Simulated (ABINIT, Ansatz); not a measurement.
# A GW chain in ABINIT: PNO (Cc), part 3 of 3

Wanted: ground state, empty states, screening and self-energy for PNO (Cc).

ABINIT 10.8.3; LDA and many-body steps on it, plane waves. Known limits of the many-body steps: not at the basis limit; coarse k mesh.

So far. Step 4 (Empty states on the mesh, 2×2×4 mesh, 56 bands): On this mesh the gap is 5.021 eV. Step 5 (Screening, 2×2×4 mesh, 52 bands, screening to 98 eV): Local fields lower ε∞ by 7 %. On a Γ-centred mesh this coarse the value itself is usually too large, while a short band sum pulls it down.

### Step 6. Self-energy, 2×2×4 mesh, 52 bands, screening to 98 eV

The self-energy is evaluated for the states that the input lists, and the levels follow from it, in one-shot runs by the linearised quasiparticle equation.

This step: G0W0 on LDA, plane waves, norm-conserving pseudopotentials.

Input file run.abi:

```
acell 3*1.0 Angstrom
rprim 
  3.278002254000 -3.286113380400 0.000000000000
  3.278002254000 3.286113380400 0.000000000000
  -3.028551860300 0.000000000000 3.488865954800
ntypat 3
znucl 15 7 8
natom 6
typat 1 1 2 2 3 3
xred 
  0.730409600000 0.010313920000 0.000167090000
  0.010313920000 0.730409600000 0.500167090000
  0.742864730000 0.382544620000 0.249632690000
  0.382544620000 0.742864730000 0.749632690000
  0.883089610000 0.000777520000 0.750200220000
  0.000777520000 0.883089610000 0.250200220000
pp_dirpath "pseudos"
pseudos "P.upf, N.upf, O.upf"
ecut 36
ngkpt 2 2 4
nshiftk 1
shiftk 0 0 0
kptopt 1
chksymbreak 0
istwfk *1
occopt 1
irdwfk 1
optdriver 4
nband 52
gwcalctyp 0
ecutsigx 36
symsigma 1
nkptgw 2
kptgw 
  0.5000000000 0.5000000000 0.0000000000
  0.0000000000 0.0000000000 0.0000000000
bdgw 
  15 18
  15 18
ecuteps 3.6
irdscr 1
ppmodel 1
indata_prefix "in"
outdata_prefix "out"
tmpdata_prefix "tmp"
```

On the command line:

```
OMP_NUM_THREADS=1 mpirun -n 4 abinit run.abi > log
```

Numbers of over 12 decimals in the logs are rounded to 6 here.

The program printed:

```text
.Version 10.8.3 of ABINIT. v10.8.2 released Aug 2026.

 Symmetries : space group Cc (#  9); Bravais mC (1-face-center monocl.)
[... echo of the input left out ...]
== DATASET  1 ==================================================================
-   mpi_nproc: 4, omp_nthreads: 1 (-1 if OMP is not activated)

--- !DatasetInfo
iteration_state: {dtset: 1, }
dimensions: {natom: 6, nkpt: 9, mband: 52, nsppol: 1, nspinor: 1, nspden: 1, mpw: 5252, }
cutoff_energies: {ecut:  36.0, pawecutdg:  -1.0, }
electrons: {nelect:   3.20000000E+01, charge:   0.00000000E+00, occopt:   1.00000000E+00, tsmear:   1.00000000E-02, }

 SIGMA: Calculation of the GW corrections

 Based on a program developped by R.W. Godby, V. Olevano, G. Onida, and L. Reining.
 Incorporated in ABINIT by V. Olevano, G.-M. Rignanese, and M. Torrent.
.Using double precision arithmetic ; gwpc =  8

[... cell and pseudopotentials left out ...]
--------------------------------------------------------------------------------

 ==== K-mesh for the wavefunctions ====
 Number of points in the irreducible wedge :     9
[... list of points left out ...]
 Together with  2 symmetry operations and time-reversal symmetry
 yields    16 points in the full Brillouin Zone.

 ==== Q-mesh for screening function ====
 Number of points in the irreducible wedge :     9
[... list of points left out ...]
 Together with  2 symmetry operations and time-reversal symmetry
 yields    16 points in the full Brillouin Zone.

 vcoul_init : cutoff-mode = AUXILIARY_FUNCTION
 q-points for optical limit:   1
     1)      0.000010    0.000020    0.000030
 setmesh: FFT mesh size selected  =    45x   45x   36
          total number of points  =        72900

 Number of electrons calculated from density =   32.0000; Expected =   32.0000
 average of density, n =  0.063088
 r_s =    1.5583
 omega_plasma =   24.2287 [eV]

 === KS Band Gaps ===
  >>>> For spin  1
   Minimum direct gap =   5.5601 [eV], located at k-point      :   0.0000  0.0000  0.0000
   Fundamental gap    =   5.0215 [eV], Top of valence bands at :   0.5000  0.5000  0.0000
                                       Bottom of conduction at :   0.0000  0.0000  0.0000
 SIGMA fundamental parameters:
 PLASMON POLE MODEL  1
 number of plane-waves for SigmaX                 5209
 number of plane-waves for SigmaC and W            169
 number of plane-waves for wavefunctions          5209
 number of bands                                    52
 number of independent spin polarizations            1
 number of spinorial components                      1
 number of k-points in IBZ                           9
 number of q-points in IBZ                           9
 number of symmetry operations                       2
 number of k-points in BZ                           16
 number of q-points in BZ                           16
 number of frequencies for dSigma/dE                 9
 frequency step for dSigma/dE [eV]                0.25
 number of omega for Sigma on real axis              0
 max omega for Sigma on real axis  [eV]           0.00
 zcut for avoiding poles [eV]                     0.10

 EPSILON^-1 parameters (SCR file):
 dimension of the eps^-1 matrix on file            169
 dimension of the eps^-1 matrix used               169
 number of plane-waves for wavefunctions          5209
 number of bands                                    52
 number of q-points in IBZ                           9
 number of frequencies                               2
 number of real frequencies                          1
 number of imag frequencies                          1

 matrix elements of self-energy operator (all in [eV])

 Perturbative Calculation

--- !SelfEnergy_ee
iteration_state: {dtset: 1, }
kpoint     : [   0.500,    0.500,    0.000, ]
spin       : 1
KS_gap     :    5.743
QP_gap     :    8.144
Delta_QP_KS:    2.401
data: !SigmaeeData |
     Band     E0 <VxcDFT>   SigX SigC(E0)      Z dSigC/dE  Sig(E)    E-E0       E
       15   1.395 -16.439 -20.301   3.546   0.814  -0.229 -16.696  -0.257   1.138
       16   2.000 -17.206 -21.165   3.727   0.811  -0.234 -17.394  -0.188   1.812
       17   7.743 -13.690  -7.854  -3.201   0.840  -0.190 -11.477   2.213   9.957
       18   9.003 -13.272  -7.324  -3.346   0.839  -0.192 -11.089   2.183  11.187

--- !SelfEnergy_ee
iteration_state: {dtset: 1, }
kpoint     : [   0.000,    0.000,    0.000, ]
spin       : 1
KS_gap     :    5.560
QP_gap     :    7.903
Delta_QP_KS:    2.343
data: !SigmaeeData |
     Band     E0 <VxcDFT>   SigX SigC(E0)      Z dSigC/dE  Sig(E)    E-E0       E
       15   1.407 -16.901 -20.988   3.712   0.813  -0.231 -17.206  -0.305   1.102
       16   1.461 -16.630 -20.779   3.746   0.811  -0.232 -16.957  -0.327   1.134
       17   7.021 -12.331  -6.984  -2.968   0.847  -0.180 -10.315   2.016   9.037
       18   7.447 -12.883  -7.584  -3.193   0.848  -0.179 -11.097   1.786   9.234

== END DATASET(S) ==============================================================
================================================================================

 -outvars: echo values of variables after computation  --------
           etotal      0.0000000000E+00
            nband          52
             nkpt           9
          spgroup           9
 [... the other variables as echoed above ...]

 Calculation completed.
```

The job ended after 7.3 s (4 MPI ranks of Arm Neoverse N1, shared host; peak memory 0.61 GiB; 29 s of CPU time).

Numbers from this step:

| Quantity | Value |
| --- | --- |
| G0W0 gap on the points computed | 7.225 eV |
| starting gap on the mesh | 5.021 eV |
| k of the valence top | 0.5, 0.5, 0 |
| k of the conduction bottom | 0, 0, 0 |
| Z at the valence top | 0.811 |
| Z at the conduction bottom | 0.847 |
| least direct G0W0 gap on the computed points | 7.903 eV |

The gap on the mesh goes from 5.02 eV to 7.23 eV, a correction of +2.20 eV.

Limits: finite bands, cutoff and mesh; coarse k mesh. v1 is the top filled band, c1 the lowest empty one. Levels before and after the correction, in eV, zero at the valence-band top of each column:

```tsv
	conduction bottom	valence top
Kohn-Sham	5.02	0.00
G0W0	7.22	0.00
```

```tsv
	level	energy (eV)
Kohn-Sham	(0.5 0.5 0) v2	-0.605
Kohn-Sham	(0.5 0.5 0) v1	0.000
Kohn-Sham	(0.5 0.5 0) c1	5.743
Kohn-Sham	(0.5 0.5 0) c2	7.003
Kohn-Sham	Γ v2	-0.593
Kohn-Sham	Γ v1	-0.539
Kohn-Sham	Γ c1	5.021
Kohn-Sham	Γ c2	5.447
G0W0	(0.5 0.5 0) v2	-0.674
G0W0	(0.5 0.5 0) v1	0.000
G0W0	(0.5 0.5 0) c1	8.145
G0W0	(0.5 0.5 0) c2	9.375
G0W0	Γ v2	-0.710
G0W0	Γ v1	-0.678
G0W0	Γ c1	7.225
G0W0	Γ c2	7.422
```

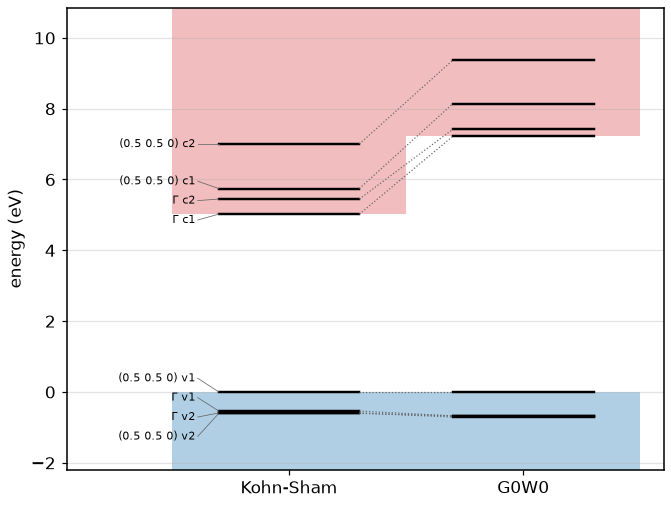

Levels before and after the correction. Shaded: valence and conduction bands.

### Step 7. Where the time went

Times are wall times on 4 MPI ranks of Arm Neoverse N1, shared host, good to a factor of about two.

```tsv
step	time	share	memory (GiB)
ground state	2.3 min	52 %	0.45
bands along the symmetry lines	63 s	24 %	0.38
empty states on the mesh	37 s	14 %	0.31
screening	20 s	8 %	0.71
self-energy	7.3 s	3 %	0.61
```

### Step 8. Outcome

```json
{
  "LDA gap": "5.02 eV, indirect",
  "G0W0 gap on the mesh": "7.23 eV",
  "GW settings": "2×2×4 mesh, 52 bands, screening to 98 eV, Godby-Needs plasmon pole",
  "known limits": "not at the basis limit; coarse k mesh"
}
```

In words: G0W0 moves the gap on the mesh from 5.02 eV to 7.23 eV (+2.20 eV), with Z of 0.81 and 0.85 at the edges. Local fields lower the RPA ε∞ on this mesh from 3.50 to 3.25; a Γ-centred mesh this coarse tends to raise both, most where the direct gap is narrow, while a short band sum lowers them. Only 2 of the mesh's irreducible points were corrected, so a valley elsewhere could overtake. The dearest step here is «ground state». Bands and cutoff are finite, so the gap is not at the basis limit. The miss can reach some tenths of an eV and take either sign; the mesh is an error of its own. In the G0W0 run levels were corrected at 2 k points alone, so a gap called «on the mesh» is the least over those, and an edge elsewhere would be missed. The 2×2×4 mesh is coarse for this cell, which bears on the long-range parts of exchange and screening.

[Paths, hosts, dates, memory and timing lines, banners, echoed tables and standing remarks are left out of the program output.]

[Logs are printed without paths, hosts, clocks, repeated set-up lines and the standing remarks that a program may print on its own settings, such as how far it seeks lower states.]

[Runs of the session that timed out or met a known fault of the program may be left out.]

[Hosts, paths, dates, database ids (printed as entryN), source tags and the programs' standing remarks are cut or masked in the printed files.]

[G0W0 gaps are taken among the corrected bands and points alone; a level outside them can change the order at an edge.]

[Where Ansatz stands beside ABINIT at settings called matched, ABINIT's density can come from a denser mesh and the files from another edition; pairs whose starting gaps differed by over 0.03 eV were left out, so agreement reads better than it is.]
